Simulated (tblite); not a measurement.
## Run report: C₃H₇AlFN, geometry relaxation

C₃H₇AlFN, computed with GFN2-xTB geometry optimisation, gas phase (tblite 0.8.0).

It belongs to a series of runs on one base structure; here: H on Al replaced by ethynyl.

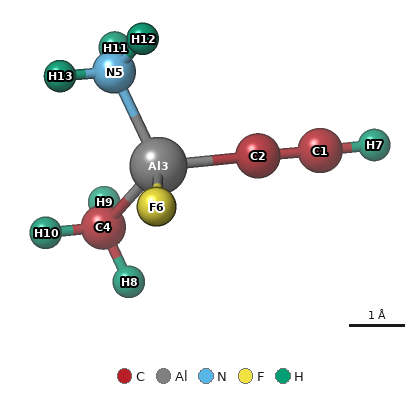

**Figure 1.** The input geometry (ball-and-stick view, seen at a tilt; atoms are numbered from 1 in the order of the input). Sticks mark near contacts.

Summary:

```tsv
quantity	value
outcome	converged
total energy	−509.4342 eV
hardware	1 CPU thread, shared host
wall time	0.61 s
peak memory	0.18 GiB
```

Input file:
```
{"job": {"kind": "relax", "xc": "GFN2-xTB", "basis": "xTB"}, "charge": 0, "multiplicity": 1}
C      2.252400     0.551200    -1.877100
C      1.481700     0.279700    -0.991000
Al     0.275500    -0.176900     0.461400
C     -1.003600    -1.566800    -0.172600
N     -0.713000     1.383100     0.979000
F      1.194400    -0.790800     1.866300
H      2.909500     0.802100    -2.665900
H     -0.429800    -2.474600    -0.459900
H     -1.572100    -1.194600    -1.031400
H     -1.705900    -1.831000     0.663000
H     -1.259000     1.744800     0.155200
H     -0.056800     2.123200     1.300000
H     -1.377500     1.151100     1.755600
```

The first line tells a small driver script what to run in tblite; the rest is the geometry in Å.

Launch command:
```bash
OMP_NUM_THREADS=1 python <driver script> task.json out
```

Output:
```
step      E/eV     max force
  0    -508.81143    3.430
  1    -509.07678    2.251
  2    -509.17535    3.945
  3    -509.22419    2.829
  4    -509.28725    0.909
  5    -509.31039    0.437
  6    -509.33847    0.800
  7    -509.35317    0.477
  8    -509.36486    0.365
  9    -509.37577    0.268
 10    -509.38339    0.278
 11    -509.38898    0.197
 12    -509.39462    0.229
 13    -509.39933    0.213
 14    -509.40240    0.173
 15    -509.40475    0.133
 16    -509.40705    0.123
 17    -509.40930    0.188
 18    -509.41133    0.181
 19    -509.41301    0.112
 20    -509.41455    0.094
 21    -509.41600    0.124
 22    -509.41739    0.179
 23    -509.41880    0.172
 24    -509.41995    0.099
 25    -509.42063    0.060
 26    -509.42108    0.066
 27    -509.42162    0.109
 28    -509.42245    0.141
 29    -509.42355    0.141
 30    -509.42462    0.105
 31    -509.42539    0.079
 32    -509.42594    0.054
 33    -509.42629    0.037
 34    -509.42645    0.035
 35    -509.42655    0.039
 36    -509.42670    0.044
 37    -509.42695    0.057
 38    -509.42734    0.067
 39    -509.42773    0.049
 40    -509.42798    0.046
 41    -509.42815    0.044
 42    -509.42837    0.044
 43    -509.42868    0.049
 44    -509.42902    0.055
 45    -509.42930    0.050
 46    -509.42955    0.042
 47    -509.42988    0.050
 48    -509.43038    0.071
 49    -509.43097    0.079
 50    -509.43145    0.078
 51    -509.43183    0.055
 52    -509.43222    0.048
 53    -509.43259    0.104
 54    -509.43291    0.056
 55    -509.43310    0.046
 56    -509.43319    0.026
 57    -509.43325    0.019
 58    -509.43331    0.030
 59    -509.43335    0.039
 60    -509.43343    0.049
 61    -509.43358    0.052
 62    -509.43379    0.046
 63    -509.43398    0.029
 64    -509.43406    0.017
 65    -509.43408    0.013
 66    -509.43410    0.010
 67    -509.43411    0.011
 68    -509.43413    0.012
 69    -509.43415    0.011
 70    -509.43416    0.009
```

Trajectory as extended XYZ (Å, eV, eV/Å), 8 of the 71 frames kept, from step=0 to step=70:
```
13
Properties=species:S:1:pos:R:3:forces:R:3 step=0 energy=-508.81143
C     2.2524    0.5512   -1.8771    0.2190   0.1740  -0.2970
C     1.4817    0.2797   -0.9910   -0.1400   0.5620   0.1800
Al    0.2755   -0.1769    0.4614    1.9940  -2.7050   0.6850
C    -1.0036   -1.5668   -0.1726   -0.1270   0.2370   0.8080
N    -0.7130    1.3831    0.9790   -1.0110   1.2490   0.2210
F     1.1944   -0.7908    1.8663   -1.0790   1.0440  -1.1200
H     2.9095    0.8021   -2.6659    0.0140  -0.1130   0.0190
H    -0.4298   -2.4746   -0.4599   -0.6050   0.6120   0.1600
H    -1.5721   -1.1946   -1.0314   -0.1090  -0.4990   0.1100
H    -1.7059   -1.8310    0.6630    0.2460  -0.1970  -0.9170
H    -1.2590    1.7448    0.1552    0.5800  -0.3250   0.9990
H    -0.0568    2.1232    1.3000   -0.5380  -0.3880  -0.1680
H    -1.3775    1.1511    1.7556    0.5570   0.3480  -0.6820
13
Properties=species:S:1:pos:R:3:forces:R:3 step=10 energy=-509.38339
C     2.2828    0.5838   -1.9088   -0.1570   0.0190   0.2290
C     1.5208    0.4096   -0.9822    0.1790   0.0020  -0.1240
Al    0.4096   -0.3446    0.4433   -0.1360   0.0250  -0.0380
C    -1.0467   -1.5780   -0.1374    0.0890   0.0060   0.0230
N    -0.6933    1.3756    0.9899   -0.0220   0.0540   0.0240
F     1.1420   -0.6598    1.9093   -0.0850   0.1570  -0.0920
H     2.9379    0.7985   -2.7085   -0.0170   0.0060  -0.0080
H    -0.5108   -2.4801   -0.4582   -0.1590  -0.0580  -0.0170
H    -1.6030   -1.2366   -1.0174    0.0570  -0.0410   0.1340
H    -1.7772   -1.9084    0.6099    0.0540   0.0150  -0.1110
H    -1.2251    1.7290    0.2014    0.0370  -0.0660  -0.1220
H    -0.0857    2.1259    1.3046    0.1490  -0.0040   0.0220
H    -1.3557    1.1857    1.7364    0.0100  -0.1160   0.0800
13
Properties=species:S:1:pos:R:3:forces:R:3 step=20 energy=-509.41455
C     2.2838    0.6156   -1.8916    0.0210  -0.0070  -0.0530
C     1.5317    0.4140   -0.9666   -0.0480  -0.0230  -0.0010
Al    0.3860   -0.3449    0.4234    0.0400  -0.0410  -0.0020
C    -1.0445   -1.6129   -0.1428    0.0370   0.0320   0.0200
N    -0.6711    1.3577    0.9854   -0.0500   0.0500  -0.0080
F     1.0954   -0.5278    1.9158    0.0230   0.0000   0.0910
H     2.9287    0.8191   -2.7025    0.0120   0.0500   0.0210
H    -0.5786   -2.5448   -0.4814   -0.0530   0.0190  -0.0010
H    -1.5974   -1.2279   -1.0049   -0.0170  -0.0570   0.0380
H    -1.7806   -1.9051    0.6138    0.0100   0.0170  -0.0620
H    -1.1940    1.7081    0.1912   -0.0340   0.0380  -0.0360
H    -0.0422    2.0913    1.3020    0.0700  -0.0420  -0.0220
H    -1.3216    1.1581    1.7405   -0.0110  -0.0360   0.0140
13
Properties=species:S:1:pos:R:3:forces:R:3 step=30 energy=-509.42462
C     2.2806    0.6316   -1.8931    0.0340   0.0210  -0.0020
C     1.5306    0.3728   -0.9807    0.0020   0.0000   0.0250
Al    0.3927   -0.3618    0.4309    0.0090  -0.0860  -0.0510
C    -1.0387   -1.6265   -0.1327   -0.0370  -0.0260   0.0030
N    -0.6762    1.3389    0.9508   -0.0470   0.0930   0.0140
F     1.0742   -0.4729    1.9488    0.0080  -0.0020  -0.0040
H     2.9330    0.8889   -2.6828   -0.0180   0.0120   0.0040
H    -0.6214   -2.5753   -0.4822    0.0280   0.0110   0.0150
H    -1.5894   -1.2231   -0.9867    0.0010   0.0100  -0.0130
H    -1.7860   -1.8941    0.6194   -0.0170  -0.0040   0.0310
H    -1.2111    1.7563    0.1977   -0.0060   0.0020  -0.0520
H     0.0124    2.0173    1.2663    0.0390  -0.0040   0.0030
H    -1.3051    1.1486    1.7265    0.0030  -0.0260   0.0270
13
Properties=species:S:1:pos:R:3:forces:R:3 step=40 energy=-509.42798
C     2.2941    0.6535   -1.8741   -0.0290   0.0170  -0.0310
C     1.5464    0.3487   -0.9740   -0.0070   0.0030   0.0050
Al    0.3869   -0.3822    0.4217   -0.0020  -0.0120  -0.0080
C    -1.0554   -1.6431   -0.1228   -0.0050   0.0020  -0.0060
N    -0.6759    1.3443    0.9283    0.0130   0.0120   0.0130
F     1.0753   -0.4656    1.9388   -0.0150  -0.0110   0.0010
H     2.9231    0.9449   -2.6703    0.0270   0.0070   0.0230
H    -0.6346   -2.5927   -0.4664   -0.0060  -0.0040   0.0240
H    -1.6007   -1.2416   -0.9814   -0.0050  -0.0010  -0.0080
H    -1.8053   -1.9008    0.6309    0.0130  -0.0100   0.0060
H    -1.2125    1.7898    0.1921    0.0020  -0.0160  -0.0050
H     0.0420    1.9921    1.2420    0.0260   0.0140  -0.0060
H    -1.2879    1.1531    1.7174   -0.0120   0.0000  -0.0070
13
Properties=species:S:1:pos:R:3:forces:R:3 step=50 energy=-509.43145
C     2.2811    0.7093   -1.8590    0.0760   0.0140  -0.0090
C     1.5434    0.3275   -0.9811   -0.0700   0.0080   0.0190
Al    0.3671   -0.4052    0.3998   -0.0020  -0.0170  -0.0070
C    -1.0839   -1.6710   -0.1124    0.0050   0.0100  -0.0080
N    -0.6461    1.3535    0.8998    0.0130  -0.0060   0.0200
F     1.0521   -0.4955    1.9184   -0.0110  -0.0120   0.0050
H     2.9388    1.0507   -2.6106   -0.0100   0.0050  -0.0210
H    -0.6573   -2.6305   -0.4213   -0.0160  -0.0030   0.0290
H    -1.6419   -1.3105   -0.9807    0.0030   0.0110   0.0030
H    -1.8231   -1.9040    0.6606    0.0190  -0.0120  -0.0070
H    -1.1793    1.8101    0.1682   -0.0120  -0.0150  -0.0010
H     0.0936    1.9824    1.2002    0.0430   0.0150  -0.0130
H    -1.2488    1.1838    1.7005   -0.0380   0.0010  -0.0080
13
Properties=species:S:1:pos:R:3:forces:R:3 step=60 energy=-509.43343
C     2.2883    0.7402   -1.8398    0.0130   0.0150  -0.0230
C     1.5218    0.3364   -0.9968   -0.0260  -0.0030   0.0410
Al    0.3566   -0.4170    0.3847    0.0040   0.0070   0.0050
C    -1.0964   -1.6854   -0.1070   -0.0010  -0.0030  -0.0020
N    -0.6276    1.3572    0.8907   -0.0070  -0.0150  -0.0020
F     1.0336   -0.5290    1.9056    0.0130  -0.0050  -0.0020
H     2.9449    1.1050   -2.5813    0.0120  -0.0020  -0.0090
H    -0.6726   -2.6535   -0.3899    0.0050  -0.0130  -0.0050
H    -1.6615   -1.3477   -0.9791   -0.0040   0.0050  -0.0030
H    -1.8267   -1.9027    0.6782   -0.0100   0.0090   0.0060
H    -1.1559    1.8060    0.1507    0.0040   0.0000  -0.0050
H     0.1262    1.9786    1.1739   -0.0010  -0.0050  -0.0070
H    -1.2352    1.2124    1.6924   -0.0040   0.0090   0.0070
13
Properties=species:S:1:pos:R:3:forces:R:3 step=70 energy=-509.43416
C     2.2856    0.7512   -1.8342    0.0020  -0.0030  -0.0020
C     1.5151    0.3585   -0.9889   -0.0020  -0.0050  -0.0010
Al    0.3563   -0.4201    0.3845    0.0010   0.0020   0.0020
C    -1.0971   -1.6891   -0.1068   -0.0010   0.0040  -0.0020
N    -0.6311    1.3508    0.8913   -0.0030  -0.0040  -0.0010
F     1.0485   -0.5441    1.8971    0.0030   0.0020   0.0010
H     2.9480    1.1067   -2.5754    0.0000   0.0060  -0.0010
H    -0.6816   -2.6628   -0.3837   -0.0010  -0.0020   0.0090
H    -1.6616   -1.3527   -0.9798    0.0000   0.0070  -0.0060
H    -1.8285   -1.8919    0.6818   -0.0010  -0.0050  -0.0020
H    -1.1500    1.7946    0.1415    0.0050  -0.0040  -0.0050
H     0.1345    1.9642    1.1600   -0.0060  -0.0020   0.0020
H    -1.2425    1.2352    1.6948    0.0040   0.0020   0.0060
```

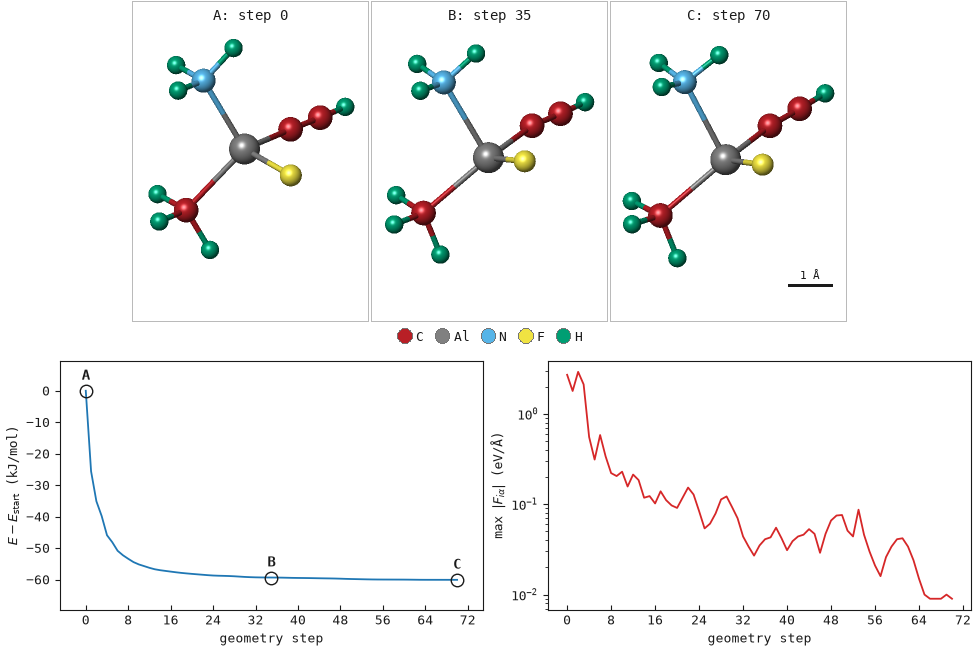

**Figure 2.** Frames of the relaxation (ball-and-stick view, seen at a tilt) above the curves, on which the letters mark them (steps are counted from 0).

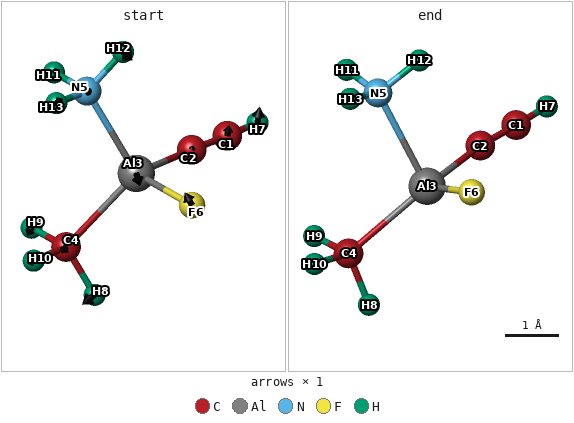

**Figure 3.** Before (left) and after (right) the relaxation, at one scale (ball-and-stick view, seen at a tilt). The black arrows give the displacements, at true length. Over 70 geometry steps the energy falls by 60.1 kJ/mol. Largest force component: 2.7 eV/Å at the start, 0.009 eV/Å at the end. The largest moves after the best rigid fit, 0.32 Å, are those of H7 and H8. By element the largest moves are H 0.32 Å, F 0.29 Å, Al 0.27 Å, C 0.21 Å, N 0.12 Å. Among the contacts that change: Al3–N5 1.918 → 2.090 Å, Al3–F6 1.787 → 1.668 Å, N5–H11 1.052 → 1.014 Å, N5–H13 1.048 → 1.016 Å. Among the angles that change: N5–Al3–F6 109.4° → 92.2°, C2–Al3–N5 109.3° → 96.5°, C2–Al3–C4 108.9° → 120.8°. (Atoms are counted from 1 in the order of the input.)
